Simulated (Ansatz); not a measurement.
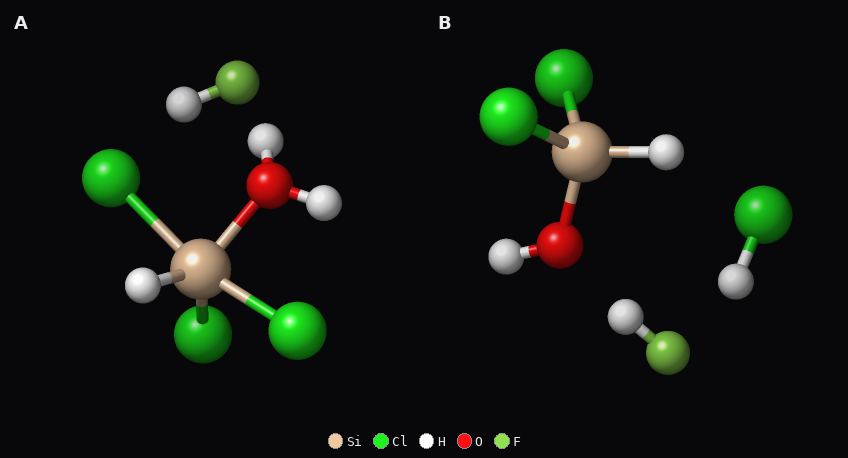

2 stationary structures of one formula. Geometries: PBE0-D4/def2-TZVP. Electronic energies: r2SCAN-D4/def2-TZVPP (Ansatz 0.2.0), without zero-point energy. Each is one conformer, not always the lowest.

> Which is lowest in energy, and by how much?

B is lowest (a minimum); A lies 13.4 kcal/mol above it (a minimum).
